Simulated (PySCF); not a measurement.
SMILES c1c(cccc1)Br at its GFN2-xTB optimised geometry (Å):

```
12

Br    -1.5991    -2.5040     0.0000
C     -0.6660    -0.8392     0.0000
C     -1.3884     0.3412     0.0000
C     -0.7051     1.5450     0.0000
C      0.6798     1.5624     0.0000
C      1.3879     0.3720     0.0000
C      0.7179    -0.8392     0.0000
H     -2.4674     0.3186     0.0000
H     -1.2604     2.4707     0.0000
H      1.2075     2.5040     0.0000
H      2.4674     0.3816     0.0000
H      1.2618    -1.7713     0.0000
```

Computed with B3LYP/def2-TZVP run with PySCF 2.14.0.

Map of the LUMO amplitude (bohr^(-3/2)) on the plane z = 1.0 Å; orbital energy -0.76 eV, overall sign arbitrary:

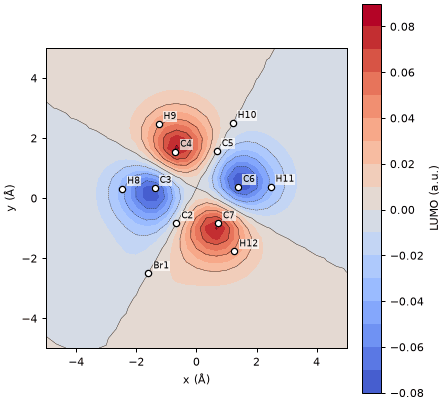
Figure: LUMO amplitude (bohr^(-3/2)) on the plane z = 1.0 Å.
